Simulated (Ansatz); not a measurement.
# BrClGa: atomisation energy in Python

How much energy holds BrClGa together? Wanted for BrClGa: an atomisation energy.

All numbers are computed with Ansatz 0.2.0 through its Python package. Level of theory: PBE/def2-SVP.

## 1. Starting point

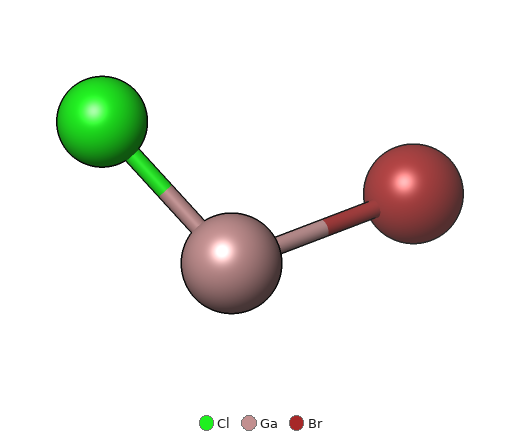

The starting structure, viewed from a chosen angle; chlorine green, gallium pink, bromine red.

The script holds or builds the structure itself.

## 2. The script

tae_brclga.py

```python
"""Atomisation energy of BrClGa at the given geometry."""

from collections import Counter

import ansatz


def energy_of(molecule, charge=0, unpaired=0):
    calc = (
        molecule.calculation()
        .basis(gaussian="def2-SVP")
        .functional("pbe")
    )
    if charge:
        calc = calc.charge(charge)
    if unpaired:
        calc = calc.spin("collinear", total=unpaired)
    report = calc.run().report
    if report["published_state_doubts"]:
        print("  doubts:", report["published_state_doubts"])
    return report["free_energy_ev"]

mol = (
    ansatz.Crystal.molecule()
    .atom("Cl", (-0.0009, 1.7539, 0.1814))
    .atom("Ga", (-0.7687, -0.0151, -0.4194))
    .atom("Br", (0.7586, -1.8036, 0.2247))
)

# Hund ground states
unpaired = {"Cl": 1, "Ga": 1, "Br": 1}
counts = Counter(site.symbol for site in mol.cartesian_sites)
atom_energy = {s: energy_of(ansatz.Crystal.molecule().atom(s, (0, 0, 0)), 0, unpaired[s]) for s in counts}
whole = energy_of(mol, 0, 1)
for s, e in atom_energy.items():
    print(f"{s:2s} x{counts[s]}  {e:14.5f} eV")
print(f"BrClGa: {whole:.5f} eV")
split = sum(counts[s] * e for s, e in atom_energy.items()) - whole
print(f"atomisation energy (no zero-point term): {split:.3f} eV, {split / sum(counts.values()):.3f} eV an atom")
```

## 3. The input behind the calls

The engine receives this input (first run):

```yaml
crystal:
  periodic: [false, false, false]
  atoms:
    - { symbol: Cl, position_ang: [0.0, 0.0, 0.0] }
basis:
  gaussian:
    orbitals: def2-SVP
hamiltonian:
  xc: pbe
magnetization:
  spin_polarized: true
  initial_magnetization: 1.0
```

## 4. Running it

On the command line:

```bash
$ python tae_brclga.py
```

The log of the run:

```text
Cl x1    -12511.71430 eV
Ga x1    -52361.99712 eV
Br x1    -70025.97898 eV
BrClGa: -134906.23536 eV
atomisation energy (no zero-point term): 6.545 eV, 2.182 eV an atom
```

It took 9.1 s on 1 thread of Arm Neoverse V2, shared host; peak memory 0.23 GiB.

## 5. Inputs of later runs

The engine's inputs for the other runs:

Run 2, against run 1:

```diff
@@ -4 +4 @@
-    - { symbol: Cl, position_ang: [0.0, 0.0, 0.0] }
+    - { symbol: Ga, position_ang: [0.0, 0.0, 0.0] }
```

Run 3, against run 1:

```diff
@@ -4 +4 @@
-    - { symbol: Cl, position_ang: [0.0, 0.0, 0.0] }
+    - { symbol: Br, position_ang: [0.0, 0.0, 0.0] }
```

Run 4, against run 1:

```diff
@@ -4 +4,3 @@
-    - { symbol: Cl, position_ang: [0.0, 0.0, 0.0] }
+    - { symbol: Cl, position_ang: [-0.0009, 1.7539, 0.1814] }
+    - { symbol: Ga, position_ang: [-0.7687, -0.0151, -0.4194] }
+    - { symbol: Br, position_ang: [0.7586, -1.8036, 0.2247] }
```

## 6. The runs side by side

One row for each of the 4 runs:

| run | system | energy (eV) | <S²> | SCF cycles | CPU time (s) |
| --- | --- | --- | --- | --- | --- |
| 1 | Cl | -12511.7143 | 0.75 | 28 | 0.26 |
| 2 | Ga | -52361.9971 | 0.75 | 32 | 0.66 |
| 3 | Br | -70025.9790 | 0.75 | 30 | 0.57 |
| 4 | BrClGa | -134906.2354 | 0.75 | 44 | 7.3 |

Totals carry meaning only in balanced differences at one level of theory.

## 7. Summary of results

| quantity | value |
| --- | --- |
| atomisation energy, no zero point | 6.545 eV |
| runs compared | 4 |

What this shows: Zero-point motion and spin-orbit terms of the atoms are left out, and both would lower it. 6.545 eV from the electronic energies, without the zero-point term. Reading the output:
- The geometry is a force-field or estimated start, not a minimum of this method, and the basis set is short of its limit. All parts are taken at fixed geometry, without zero-point energy.
- The run takes the species as open-shell (spin multiplicity 2), which needn't be its ground state.
- This functional overbinds, so such energies come out a few per cent too high (LDA far more).
- The spin-orbit lowering of heavy atoms is left out.
